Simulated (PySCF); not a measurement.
# HF: basis, grid and Hamiltonian

Aim: see how much the energy and properties of HF depend on the numerical set-up.

Computed with PySCF 2.14.0. Level: method and basis as typed in the scripts.

**1. Where the work starts**

HF: 2 atoms, charge 0, spin multiplicity 1.

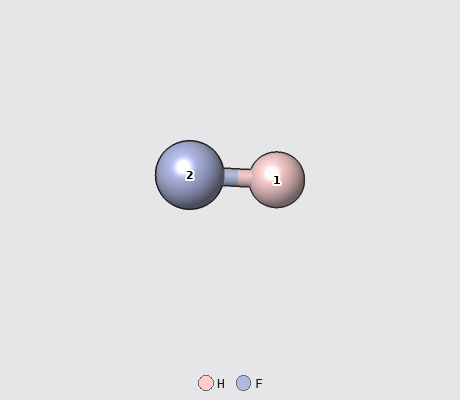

Start geometry, drawn with hydrogen pink, fluorine light blue; atoms are numbered from 1 in the order of the file.

**2. Base script**

Contents of input.py:

```python
from pyscf import gto, dft, tdscf

mol = gto.M(
    atom='H 0 0 0; F 0 0 0.935',
    basis='def2-svp',
    charge=0,
    spin=0,
    verbose=4,
)
mf = dft.UKS(mol, xc='scan')
mf.kernel()
td = tdscf.TDDFT(mf)
td.nstates = 8
td.kernel()
td.analyze()
mf.dip_moment()
print('orbital energies (hartree):', [e[max(0, n-3):n+3].round(4) for e, n in zip(mf.mo_energy, mol.nelec)])
```

The run is started by

```console
> OMP_NUM_THREADS=1 python input.py
```

Its log is not repeated here.

In short: E(SCF) = -100.322482 Eh, 7 cycles, μ = 1.88 D, excitations 10.10, 10.10, 10.97, 10.97, 12.70 eV.

The bond length is a typed value, not an optimised one.

**3. Spin-free X2C on**

Run 1 changes spin-free X2C: off → on.

Contents of input.py:

```python
from pyscf import gto, dft, tdscf

mol = gto.M(
    atom='H 0 0 0; F 0 0 0.935',
    basis='def2-svp',
    charge=0,
    spin=0,
    verbose=4,
)
mf = dft.UKS(mol, xc='scan')
mf = mf.sfx2c1e()
mf.kernel()
td = tdscf.TDDFT(mf)
td.nstates = 8
td.kernel()
td.analyze()
mf.dip_moment()
print('orbital energies (hartree):', [e[max(0, n-3):n+3].round(4) for e, n in zip(mf.mo_energy, mol.nelec)])
```

The run is started by

```console
> OMP_NUM_THREADS=1 python input.py
```

**4. Jorge-dzp-dkh (X2C on)**

Run 2 changes basis set: def2-svp → jorge-dzp-dkh; spin-free X2C: off → on.

Changes to input.py since step 2:

```diff
@@ -4,3 +4,3 @@
     atom='H 0 0 0; F 0 0 0.935',
-    basis='def2-svp',
+    basis='jorge-dzp-dkh',
     charge=0,
@@ -10,2 +10,3 @@
 mf = dft.UKS(mol, xc='scan')
+mf = mf.sfx2c1e()
 mf.kernel()
```

**5. Integration grid 5**

Run 3 changes integration grid: default → 5.

Changes to input.py since step 2:

```diff
@@ -10,2 +10,3 @@
 mf = dft.UKS(mol, xc='scan')
+mf.grids.level = 5
 mf.kernel()
```

**6. Aug-cc-pvdz**

Run 4 changes basis set: def2-svp → aug-cc-pvdz.

Changes to input.py since step 2:

```diff
@@ -4,3 +4,3 @@
     atom='H 0 0 0; F 0 0 0.935',
-    basis='def2-svp',
+    basis='aug-cc-pvdz',
     charge=0,
```

**7. Def2-svpd**

Run 5 changes basis set: def2-svp → def2-svpd.

Changes to input.py since step 2:

```diff
@@ -4,3 +4,3 @@
     atom='H 0 0 0; F 0 0 0.935',
-    basis='def2-svp',
+    basis='def2-svpd',
     charge=0,
```

**Question.** What will these runs give? Wanted: for each run, E(SCF); from base; gap; SCF dipole; after the SCF.

As calculated:

| run | E(SCF) (hartree) | from base (eV) | cycles | gap (eV) | SCF dipole (D) | functions | after the SCF |
| --- | --- | --- | --- | --- | --- | --- | --- |
| base | -100.322482 | 0 | 7 | 10.97 | 1.88 | 19 | lowest root found 10.10 eV |
| spin-free X2C on | -100.403657 | -2.2089 | 7 | 10.93 | 1.87 | 19 | lowest root found 10.06 eV |
| jorge-dzp-dkh (X2C on) | -100.521059 | not comparable | 7 | 11.02 | 1.94 | 20 | lowest root found 10.18 eV |
| integration grid 5 | -100.322801 | -0.0087 | 7 | 10.98 | 1.88 | 19 | lowest root found 10.09 eV |
| aug-cc-pvdz | -100.427197 | -2.8495 | 8 | 9.78 | 1.81 | 32 | lowest root found 9.30 eV |
| def2-svpd | -100.342174 | -0.5358 | 8 | 10.60 | 1.85 | 31 | lowest root found 9.91 eV |

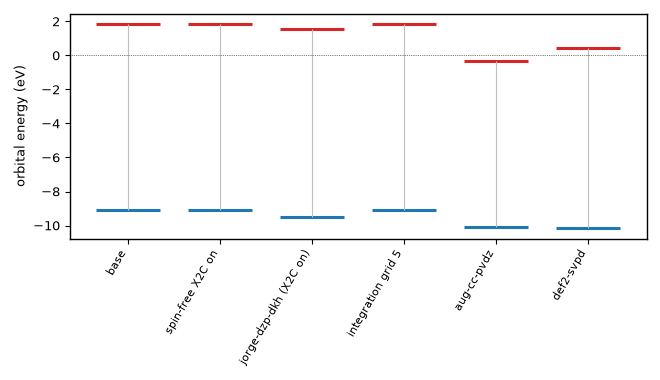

Frontier levels by run: filled blue, empty red.

**Reading.** Of the runs whose energies can be compared, “aug-cc-pvdz” moves the SCF energy most (-2.849 eV). Scalar relativity lowers the total energy by 2.21 eV, nearly all of it in the inner shells; a basis contracted without relativity catches only part of it. aug-cc-pvdz (32 functions) gives an energy 2.85 eV lower than def2-svp (19). def2-svpd (31 functions) gives an energy 0.54 eV lower than def2-svp (19). The dearest run is “def2-svpd”, at 19 s against 6.3 s.
